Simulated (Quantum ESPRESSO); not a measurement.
# The states of the two spins in YCo4B

Where do the states of the two spins of YCo4B lie?

Program: Quantum ESPRESSO 7.5. Level of theory: LDA; plane waves with GBRV 1.5 LDA potentials, no spin-orbit coupling. Results are calculated unless marked as measured.

## Step 1: The structure

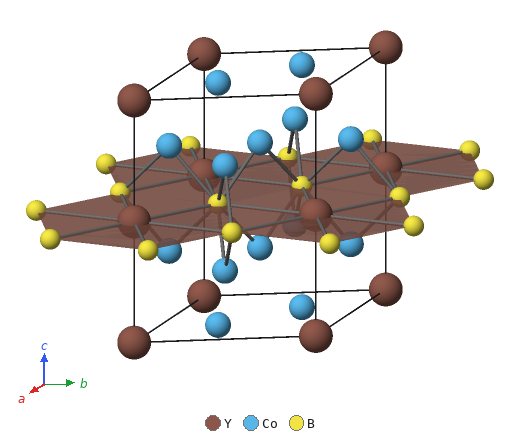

The starting structure, seen slightly off an axis (yttrium brown, cobalt blue, boron yellow). Some periodic images of atoms are drawn too.

The cell comes from the Crystallography Open Database.

## Step 2: The magnetic state

This state came out lowest in a comparison of starts that is told elsewhere.

pw.in reads:

```
&CONTROL
  calculation = 'scf'
  prefix = 'pwscf'
  outdir = './tmp'
  pseudo_dir = './pseudo'
  disk_io = 'low'
/
&SYSTEM
  ibrav = 0
  celldm(1) = 8
  nat = 12
  ntyp = 3
  ecutwfc = 40
  ecutrho = 280
  nbnd = 113
  occupations = 'smearing'
  smearing = 'fd'
  degauss = 0.00734986
  nspin = 2
  starting_magnetization(1) = 0
  starting_magnetization(2) = 0.1176
  starting_magnetization(3) = 0
/
&ELECTRONS
  conv_thr = 2.4d-08
  electron_maxstep = 150
  mixing_beta = 0.3
/
ATOMIC_SPECIES
Y      88.9058 y_lda_v1.4.uspp.F.UPF
Co     58.9332 co_lda_v1.2.uspp.F.UPF
B      10.8100 b_lda_v1.4.uspp.F.UPF
CELL_PARAMETERS alat
   1.1858031432027    0.0000000000000    0.0000000000000
  -0.5929015716013    1.0269356459014    0.0000000000000
   0.0000000000000    0.0000000000000    1.6282352721307
ATOMIC_POSITIONS crystal
Y       0.0000000000    0.0000000000    0.5000000000
Y       0.0000000000    0.0000000000    0.0000000000
Co      0.3333333333    0.6666666667    0.0000000000
Co      0.6666666667    0.3333333333    0.0000000000
Co      0.5000000000    0.0000000000    0.2830000000
Co      0.5000000000    0.5000000000    0.2830000000
Co      0.0000000000    0.5000000000    0.2830000000
Co      0.0000000000    0.5000000000    0.7170000000
Co      0.5000000000    0.5000000000    0.7170000000
Co      0.5000000000    0.0000000000    0.7170000000
B       0.3333333333    0.6666666667    0.5000000000
B       0.6666666667    0.3333333333    0.5000000000
K_POINTS automatic
6 6 6 0 0 0
```

Run with:

```
OMP_NUM_THREADS=1 mpirun -n 4 pw.x -nk 4 -in pw.in > pw.out
```

Log:

```text
Program PWSCF v.7.5 starts

     Message from routine setup:
     using ibrav=0 with symmetry is DISCOURAGED, use correct ibrav instead

     K-points division:     npool     =       4
     Subspace diagonalization in iterative solution of the eigenvalue problem:

     bravais-lattice index     =            0
     lattice parameter (alat)  =       8.0000  a.u.
     unit-cell volume          =    1015.1797 (a.u.)^3
     number of atoms/cell      =           12
     number of atomic types    =            3
     number of electrons       =       164.00
     number of Kohn-Sham states=          113
     kinetic-energy cutoff     =      40.0000  Ry
     charge density cutoff     =     280.0000  Ry
     scf convergence threshold =      2.4E-08
     mixing beta               =       0.3000
     number of iterations used =            8  plain     mixing
     Exchange-correlation=  SLA  PZ   NOGX NOGC
                           (   1   1   0   0   0   0   0)

     celldm(1)=   8.000000  celldm(2)=   0.000000  celldm(3)=   0.000000
     celldm(4)=   0.000000  celldm(5)=   0.000000  celldm(6)=   0.000000

     crystal axes: (cart. coord. in units of alat)
               a(1) = (   1.185803   0.000000   0.000000 )
               a(2) = (  -0.592902   1.026936   0.000000 )
               a(3) = (   0.000000   0.000000   1.628235 )

     reciprocal axes: (cart. coord. in units 2 pi/alat)
               b(1) = (  0.843310  0.486885 -0.000000 )
               b(2) = (  0.000000  0.973771  0.000000 )
               b(3) = (  0.000000 -0.000000  0.614162 )

     PseudoPot. # 1 for Y  read from file:
     y_lda_v1.4.uspp.F.UPF
     Pseudo is Ultrasoft + core correction, Zval = 11.0

     PseudoPot. # 2 for Co read from file:
     co_lda_v1.2.uspp.F.UPF
     Pseudo is Ultrasoft + core correction, Zval = 17.0

     PseudoPot. # 3 for B  read from file:
     b_lda_v1.4.uspp.F.UPF
     Pseudo is Ultrasoft + core correction, Zval =  3.0

     atomic species   valence    mass     pseudopotential
     Y                11.00    88.90580     Y ( 1.00)
     Co               17.00    58.93320     Co( 1.00)
     B                 3.00    10.81000     B ( 1.00)

     Starting magnetic structure
     atomic species   magnetization
     Y               0.000
     Co              0.118
     B               0.000

     24 Sym. Ops., with inversion, found

   Cartesian axes

     site n.     atom                  positions (alat units)
         1        Y      tau(   1) = (   0.0000000   0.0000000   0.8141176  )
         2        Y      tau(   2) = (   0.0000000   0.0000000   0.0000000  )
         3        Co     tau(   3) = (  -0.0000000   0.6846238   0.0000000  )
         4        Co     tau(   4) = (   0.5929016   0.3423119   0.0000000  )
         5        Co     tau(   5) = (   0.5929016   0.0000000   0.4607906  )
         6        Co     tau(   6) = (   0.2964508   0.5134678   0.4607906  )
         7        Co     tau(   7) = (  -0.2964508   0.5134678   0.4607906  )
         8        Co     tau(   8) = (  -0.2964508   0.5134678   1.1674447  )
         9        Co     tau(   9) = (   0.2964508   0.5134678   1.1674447  )
        10        Co     tau(  10) = (   0.5929016   0.0000000   1.1674447  )
        11        B      tau(  11) = (  -0.0000000   0.6846238   0.8141176  )
        12        B      tau(  12) = (   0.5929016   0.3423119   0.8141176  )

     number of k points=    28  Fermi-Dirac smearing, width (Ry)=  0.0073
                       cart. coord. in units 2pi/alat
        k(    1) = (   0.0000000   0.0000000   0.0000000), wk =   0.0046296
        k(    2) = (   0.0000000   0.0000000   0.1023603), wk =   0.0092593
        k(    3) = (   0.0000000   0.0000000   0.2047206), wk =   0.0092593
        k(    4) = (   0.0000000   0.0000000  -0.3070809), wk =   0.0046296
        k(    5) = (   0.0000000   0.1622951   0.0000000), wk =   0.0277778
        [... 23 further k-points ...]

     Dense  grid:    80259 G-vectors     FFT dimensions: (  54,  54,  72)

     Smooth grid:    34739 G-vectors     FFT dimensions: (  40,  40,  54)

     Check: negative core charge=   -0.000037
     Generating pointlists ...
     new r_m :   0.2824 (alat units)  2.2593 (a.u.) for type    1
     new r_m :   0.2029 (alat units)  1.6234 (a.u.) for type    2
     new r_m :   0.2029 (alat units)  1.6234 (a.u.) for type    3

     Initial potential from superposition of free atoms

     starting charge     155.9919, renormalised to     164.0000
     Starting wfcs are  138 randomized atomic wfcs

     Self-consistent Calculation

     iteration #  1     ecut=    40.00 Ry     beta= 0.30
     Davidson diagonalization with overlap
     ethr =  1.00E-02,  avg # of iterations =  3.2

     total energy              =   -2550.07562645 Ry
     estimated scf accuracy    <     106.30466535 Ry

     total magnetization       =     7.82 Bohr mag/cell
     absolute magnetization    =     8.72 Bohr mag/cell

     iteration #  2     ecut=    40.00 Ry     beta= 0.30
     Davidson diagonalization with overlap
     ethr =  1.00E-02,  avg # of iterations =  3.1

     total energy              =   -2579.34595873 Ry
     estimated scf accuracy    <      85.60801860 Ry

     total magnetization       =     1.15 Bohr mag/cell
     absolute magnetization    =     1.34 Bohr mag/cell

     [... further iterations left out ...]

     iteration # 19     ecut=    40.00 Ry     beta= 0.30
     Davidson diagonalization with overlap
     ethr =  1.09E-10,  avg # of iterations =  2.0

     total energy              =   -2585.41228712 Ry
     estimated scf accuracy    <       0.00000005 Ry

     total magnetization       =     7.13 Bohr mag/cell
     absolute magnetization    =     8.72 Bohr mag/cell

     iteration # 20     ecut=    40.00 Ry     beta= 0.30
     Davidson diagonalization with overlap
     ethr =  3.00E-11,  avg # of iterations =  1.3

     Magnetic moment per site  (integrated on atomic sphere of radius R)
     atom   1 (R=0.282)  charge=  8.7052  magn= -0.1023
     atom   2 (R=0.282)  charge=  8.6294  magn= -0.1004
     atom   3 (R=0.203)  charge= 14.6118  magn=  1.5335
     atom   4 (R=0.203)  charge= 14.6118  magn=  1.5335
     atom   5 (R=0.203)  charge= 14.6649  magn=  0.7727
     atom   6 (R=0.203)  charge= 14.6649  magn=  0.7727
     atom   7 (R=0.203)  charge= 14.6649  magn=  0.7727
     atom   8 (R=0.203)  charge= 14.6649  magn=  0.7727
     atom   9 (R=0.203)  charge= 14.6649  magn=  0.7727
     atom  10 (R=0.203)  charge= 14.6649  magn=  0.7727
     atom  11 (R=0.203)  charge=  1.9351  magn= -0.0443
     atom  12 (R=0.203)  charge=  1.9351  magn= -0.0443

     End of self-consistent calculation

     [... lines left out ...]
     the Fermi energy is    15.3296 ev

!    total energy              =   -2585.41228712 Ry
     estimated scf accuracy    <          6.4E-09 Ry
     smearing contrib. (-TS)   =      -0.03497087 Ry
     internal energy E=F+TS    =   -2585.37731625 Ry

     The total energy is F=E-TS. E is the sum of the following terms:
     one-electron contribution =   -1634.21939721 Ry
     hartree contribution      =     906.04247486 Ry
     xc contribution           =    -318.35869833 Ry
     ewald contribution        =   -1538.84169558 Ry

     total magnetization       =     7.13 Bohr mag/cell
     absolute magnetization    =     8.72 Bohr mag/cell

     convergence has been achieved in  20 iterations

=------------------------------------------------------------------------------=
   JOB DONE.
=------------------------------------------------------------------------------=
```

The job ended after 2.6 min (4 MPI ranks of Intel Xeon 6975P-C (Granite Rapids), shared host; peak memory 1.2 GiB; 10 min of CPU time).

Spin moment in the atom's sphere by atom:

| atom | spin moment in the atom's sphere (μB) |
| --- | --- |
| Y1 | -0.10 |
| Y2 | -0.10 |
| Co3 | 1.53 |
| Co4 | 1.53 |
| Co5 | 0.77 |
| Co6 | 0.77 |
| Co7 | 0.77 |
| Co8 | 0.77 |
| Co9 | 0.77 |
| Co10 | 0.77 |
| B11 | -0.04 |
| B12 | -0.04 |

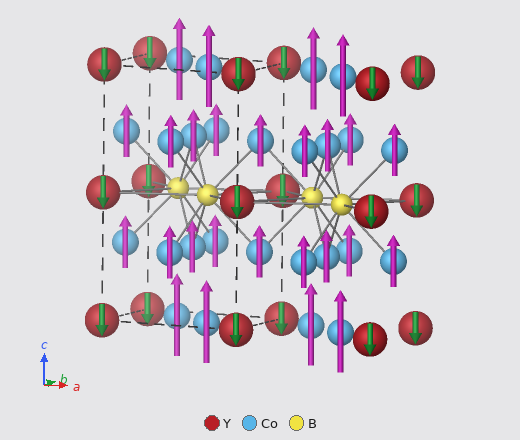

Spin moment in the atom's sphere as arrows, the longest 1.53 μB. Up and down stand for the sign. Arrows give size and sign along the axis of quantisation, drawn up and down the page. Each arrow also spans its atom, so small moments look longer than they are. The two directions have two colours. 2×1×1 cells are drawn. Some periodic images of atoms are drawn too.

This step gave:

```
smearing term TS       : 0.4758 eV
magnetization          : 7.128 μB
absolute magnetization : 8.72 μB
final state            : ferromagnetic
```

## Step 3: Post-processing

projwfc.in reads:

```
&PROJWFC
  prefix = 'pwscf'
  outdir = './tmp'
  filpdos = 'pdos'
  ngauss = 0
  degauss = 0.01
  DeltaE = 0.05
  Emin = 6.33
  Emax = 20.33
/
```

Run with:

```
OMP_NUM_THREADS=1 mpirun -n 4 projwfc.x -nk 4 -in projwfc.in > projwfc.out
```

Log:

```text
[banner, memory and clock lines left out]
Program PROJWFC v.7.5 starts

     [... lines left out ...]
     IMPORTANT: XC functional enforced from input :
     Exchange-correlation= PZ
                           (   1   1   0   0   0   0   0)
     Any further DFT definition will be discarded
     Please, verify this is what you really want

     G-vector sticks info

     Check: negative core charge=   -0.000037

     Gaussian broadening (read from input): ngauss,degauss=   0    0.010000

     Calling projwave ....

  Problem Sizes
  natomwfc =          138
  nbnd     =          113
  nkstot   =           56
  npwx     =         4382
  nkb      =          196

     Atomic states used for projection
     (read from pseudopotential files):

     state #   1: atom   1 (Y  ), wfc  1 (l=0 m= 1)
     state #   2: atom   1 (Y  ), wfc  2 (l=1 m= 1)
     state #   3: atom   1 (Y  ), wfc  2 (l=1 m= 2)
     state #   4: atom   1 (Y  ), wfc  2 (l=1 m= 3)
     state #   5: atom   1 (Y  ), wfc  3 (l=2 m= 1)
     state #   6: atom   1 (Y  ), wfc  3 (l=2 m= 2)
     state #   7: atom   1 (Y  ), wfc  3 (l=2 m= 3)
     state #   8: atom   1 (Y  ), wfc  3 (l=2 m= 4)
     state #   9: atom   1 (Y  ), wfc  3 (l=2 m= 5)
     state #  10: atom   1 (Y  ), wfc  4 (l=0 m= 1)
     state #  11: atom   1 (Y  ), wfc  5 (l=1 m= 1)
     state #  12: atom   1 (Y  ), wfc  5 (l=1 m= 2)
     state #  13: atom   1 (Y  ), wfc  5 (l=1 m= 3)
     state #  14: atom   2 (Y  ), wfc  1 (l=0 m= 1)
     state #  15: atom   2 (Y  ), wfc  2 (l=1 m= 1)
     state #  16: atom   2 (Y  ), wfc  2 (l=1 m= 2)
     state #  17: atom   2 (Y  ), wfc  2 (l=1 m= 3)
     state #  18: atom   2 (Y  ), wfc  3 (l=2 m= 1)
     state #  19: atom   2 (Y  ), wfc  3 (l=2 m= 2)
     state #  20: atom   2 (Y  ), wfc  3 (l=2 m= 3)
     state #  21: atom   2 (Y  ), wfc  3 (l=2 m= 4)
     state #  22: atom   2 (Y  ), wfc  3 (l=2 m= 5)
     state #  23: atom   2 (Y  ), wfc  4 (l=0 m= 1)
     state #  24: atom   2 (Y  ), wfc  5 (l=1 m= 1)
     state #  25: atom   2 (Y  ), wfc  5 (l=1 m= 2)
     state #  26: atom   2 (Y  ), wfc  5 (l=1 m= 3)
     state #  27: atom   3 (Co ), wfc  1 (l=0 m= 1)
     state #  28: atom   3 (Co ), wfc  2 (l=1 m= 1)
     state #  29: atom   3 (Co ), wfc  2 (l=1 m= 2)
     state #  30: atom   3 (Co ), wfc  2 (l=1 m= 3)
     state #  31: atom   3 (Co ), wfc  3 (l=2 m= 1)
     state #  32: atom   3 (Co ), wfc  3 (l=2 m= 2)
     state #  33: atom   3 (Co ), wfc  3 (l=2 m= 3)
     state #  34: atom   3 (Co ), wfc  3 (l=2 m= 4)
     state #  35: atom   3 (Co ), wfc  3 (l=2 m= 5)
     state #  36: atom   3 (Co ), wfc  4 (l=0 m= 1)
     state #  37: atom   3 (Co ), wfc  5 (l=1 m= 1)
     state #  38: atom   3 (Co ), wfc  5 (l=1 m= 2)
     state #  39: atom   3 (Co ), wfc  5 (l=1 m= 3)
     state #  40: atom   4 (Co ), wfc  1 (l=0 m= 1)
     state #  41: atom   4 (Co ), wfc  2 (l=1 m= 1)
     state #  42: atom   4 (Co ), wfc  2 (l=1 m= 2)
     state #  43: atom   4 (Co ), wfc  2 (l=1 m= 3)
     state #  44: atom   4 (Co ), wfc  3 (l=2 m= 1)
     state #  45: atom   4 (Co ), wfc  3 (l=2 m= 2)
     state #  46: atom   4 (Co ), wfc  3 (l=2 m= 3)
     state #  47: atom   4 (Co ), wfc  3 (l=2 m= 4)
     state #  48: atom   4 (Co ), wfc  3 (l=2 m= 5)
     state #  49: atom   4 (Co ), wfc  4 (l=0 m= 1)
     state #  50: atom   4 (Co ), wfc  5 (l=1 m= 1)
[...]
state # 115: atom   9 (Co ), wfc  5 (l=1 m= 1)
     state # 116: atom   9 (Co ), wfc  5 (l=1 m= 2)
     state # 117: atom   9 (Co ), wfc  5 (l=1 m= 3)
     state # 118: atom  10 (Co ), wfc  1 (l=0 m= 1)
     state # 119: atom  10 (Co ), wfc  2 (l=1 m= 1)
     state # 120: atom  10 (Co ), wfc  2 (l=1 m= 2)
     state # 121: atom  10 (Co ), wfc  2 (l=1 m= 3)
     state # 122: atom  10 (Co ), wfc  3 (l=2 m= 1)
     state # 123: atom  10 (Co ), wfc  3 (l=2 m= 2)
     state # 124: atom  10 (Co ), wfc  3 (l=2 m= 3)
     state # 125: atom  10 (Co ), wfc  3 (l=2 m= 4)
     state # 126: atom  10 (Co ), wfc  3 (l=2 m= 5)
     state # 127: atom  10 (Co ), wfc  4 (l=0 m= 1)
     state # 128: atom  10 (Co ), wfc  5 (l=1 m= 1)
     state # 129: atom  10 (Co ), wfc  5 (l=1 m= 2)
     state # 130: atom  10 (Co ), wfc  5 (l=1 m= 3)
     state # 131: atom  11 (B  ), wfc  1 (l=0 m= 1)
     state # 132: atom  11 (B  ), wfc  2 (l=1 m= 1)
     state # 133: atom  11 (B  ), wfc  2 (l=1 m= 2)
     state # 134: atom  11 (B  ), wfc  2 (l=1 m= 3)
     state # 135: atom  12 (B  ), wfc  1 (l=0 m= 1)
     state # 136: atom  12 (B  ), wfc  2 (l=1 m= 1)
     state # 137: atom  12 (B  ), wfc  2 (l=1 m= 2)
     state # 138: atom  12 (B  ), wfc  2 (l=1 m= 3)

 [... projections of the bands left out ...]

Lowdin Charges:

     Atom #   1: total charge =  10.7261, s =  2.2061, p =  6.6753, d =  1.8448,
                 spin up      =   5.2563, s =  1.0991,
                 spin up      =   5.2563, p =  3.3206, pz=  1.1117, px=  1.1045, py=  1.1045,
                 spin up      =   5.2563, d =  0.8367, dz2=  0.1236, dxz=  0.1862, dyz=  0.1862, dx2-y2=  0.1703, dxy=  0.1703,
                 spin down    =   5.4698, s =  1.1070,
                 spin down    =   5.4698, p =  3.3547, pz=  1.1291, px=  1.1128, py=  1.1128,
                 spin down    =   5.4698, d =  1.0081, dz2=  0.1458, dxz=  0.2361, dyz=  0.2361, dx2-y2=  0.1950, dxy=  0.1950,
                 polarization =  -0.2134, s = -0.0079, p = -0.0341, d = -0.1714,
     Atom #   2: total charge =  10.7367, s =  2.2284, p =  6.7218, d =  1.7864,
                 spin up      =   5.2509, s =  1.1071,
                 spin up      =   5.2509, p =  3.3409, pz=  1.1141, px=  1.1134, py=  1.1134,
                 spin up      =   5.2509, d =  0.8030, dz2=  0.1399, dxz=  0.1567, dyz=  0.1567, dx2-y2=  0.1748, dxy=  0.1748,
                 spin down    =   5.4857, s =  1.1214,
                 spin down    =   5.4857, p =  3.3810, pz=  1.1325, px=  1.1243, py=  1.1243,
                 spin down    =   5.4857, d =  0.9834, dz2=  0.1702, dxz=  0.1987, dyz=  0.1987, dx2-y2=  0.2079, dxy=  0.2079,
                 polarization =  -0.2348, s = -0.0143, p = -0.0401, d = -0.1804,
     Atom #   3: total charge =  16.9845, s =  2.3761, p =  7.0543, d =  7.5541,
                 spin up      =   9.2801, s =  1.1928,
                 spin up      =   9.2801, p =  3.5049, pz=  1.1836, px=  1.1607, py=  1.1607,
                 spin up      =   9.2801, d =  4.5825, dz2=  0.9289, dxz=  0.8937, dyz=  0.8937, dx2-y2=  0.9330, dxy=  0.9330,
                 spin down    =   7.7043, s =  1.1833,
                 spin down    =   7.7043, p =  3.5494, pz=  1.1926, px=  1.1784, py=  1.1784,
                 spin down    =   7.7043, d =  2.9716, dz2=  0.5557, dxz=  0.6052, dyz=  0.6052, dx2-y2=  0.6028, dxy=  0.6028,
                 polarization =   1.5758, s =  0.0095, p = -0.0445, d =  1.6108,
     Atom #   4: total charge =  16.9845, s =  2.3761, p =  7.0543, d =  7.5541,
                 spin up      =   9.2801, s =  1.1928,
                 spin up      =   9.2801, p =  3.5049, pz=  1.1836, px=  1.1607, py=  1.1607,
                 spin up      =   9.2801, d =  4.5825, dz2=  0.9289, dxz=  0.8937, dyz=  0.8937, dx2-y2=  0.9330, dxy=  0.9330,
                 spin down    =   7.7043, s =  1.1833,
                 spin down    =   7.7043, p =  3.5494, pz=  1.1926, px=  1.1784, py=  1.1784,
                 spin down    =   7.7043, d =  2.9716, dz2=  0.5557, dxz=  0.6052, dyz=  0.6052, dx2-y2=  0.6028, dxy=  0.6028,
                 polarization =   1.5758, s =  0.0095, p = -0.0445, d =  1.6108,
     Atom #   5: total charge =  17.1241, s =  2.3407, p =  7.1206, d =  7.6628,
                 spin up      =   8.9474, s =  1.1677,
                 spin up      =   8.9474, p =  3.5411, pz=  1.1803, px=  1.1582, py=  1.2025,
                 spin up      =   8.9474, d =  4.2387, dz2=  0.8241, dxz=  0.8959, dyz=  0.8217, dx2-y2=  0.8806, dxy=  0.8164,
                 spin down    =   8.1767
```

Run time: 4.7 s. Hardware: 4 MPI ranks; peak memory 0.52 GiB; 19 s of CPU time.

The density of states has structure finer than the step of the table below, so its rows give means over 1 eV, whole bins alone (the curve runs from -9.00 to 5.05 eV). Peaks (eV: height): up -4.8: 5, -3.1: 12.3, -0.9: 15.6, 1.7: 4.7; down -2.0: 13.5, -0.6: 10.7, 0.0: 13.1, 1.9: 5.72; Y1 p up -8.5: 0.167, -2.8: 0.0849, -1.8: 0.0845, 1.5: 0.0599; Y1 p down -8.5: 0.168, -2.8: 0.0791, -2.4: 0.0971, -1.1: 0.107; Co3 d up -3.1: 2.22, -1.5: 1.45.

Gaussian broadening of 0.136 eV on the SCF mesh. Table of density of states by energy, zero at the Fermi level; means over each step; 7 of 10 lines; values in states/eV/cell:

| energy (eV) | up | down | Y1 p up | Y1 p down | Co3 d up | Co3 d down | Co5 d up |
| --- | --- | --- | --- | --- | --- | --- | --- |
| -8 | 0.736 | 0.747 | 0.0407 | 0.0462 | 0.00138 | 9.2e-4 | 0.0132 |
| -7 | 0.695 | 0.626 | 0.0176 | 0.0157 | 0.00217 | 9.7e-4 | 0.0215 |
| -6 | 0.709 | 0.695 | 0.0112 | 0.0161 | 0.00820 | 0.00398 | 0.0173 |
| -5 | 2.59 | 1.79 | 0.0221 | 0.0143 | 0.0855 | 0.0214 | 0.120 |
| -4 | 4.90 | 2.72 | 0.0233 | 0.0244 | 0.550 | 0.0563 | 0.364 |
| -3 | 11.1 | 6.01 | 0.0535 | 0.0446 | 1.82 | 0.422 | 0.902 |
| -2 | 9.75 | 10.6 | 0.0574 | 0.0495 | 0.947 | 1.20 | 1.05 |
| -1 | 12.0 | 9.24 | 0.0262 | 0.0740 | 0.999 | 0.710 | 1.50 |
| 0 | 3.49 | 10.4 | 0.0153 | 0.0114 | 0.224 | 1.46 | 0.346 |
| 1 | 3.22 | 4.40 | 0.0346 | 0.0173 | 0.0969 | 0.545 | 0.208 |
| 2 | 3.43 | 4.56 | 0.0311 | 0.0407 | 0.0782 | 0.224 | 0.150 |
| 3 | 1.60 | 2.19 | 0.00453 | 0.00763 | 0.0336 | 0.0871 | 0.0527 |
| 4 | 2.16 | 2.19 | 0.00760 | 0.00620 | 0.0315 | 0.0639 | 0.0535 |

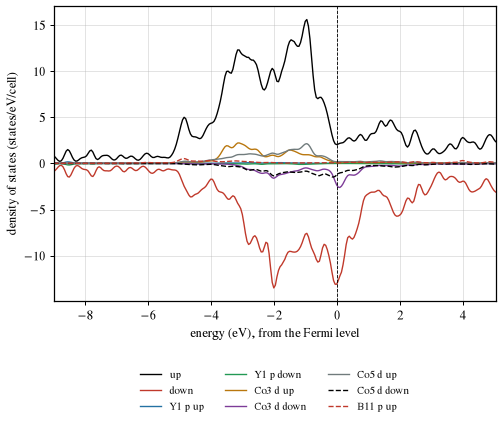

Density of states, plotted against energy. Down spins are drawn negative.

## Step 4: What came out

- state: ferromagnetic
- largest moment in a sphere: 1.53 μB

The most distinct maxima of the density of states (up) lie at -4.85, -3.10, -0.95, 1.70 and 4.85 eV, the highest at -0.950 eV. These are Kohn–Sham states without spin–orbit coupling, on the mesh of the self-consistent run. Energies are free energies at an electronic temperature of 1160 K, which lowers moments and differences where the moments are itinerant.

[Logs and program files are shortened in this print: banners, set-up blocks, solver, clock and traceback lines can be left out without a mark of their own.]

[Logs are printed without paths, hosts, clocks, repeated set-up lines and the standing remarks that a program may print on its own settings, such as how far it seeks lower states.]

[Hosts, paths, dates, database ids (printed as entryN), source tags and the programs' standing remarks are cut or masked in the printed files.]

[Where a cell is said to come from a database of computed structures, the database is the Materials Project.]
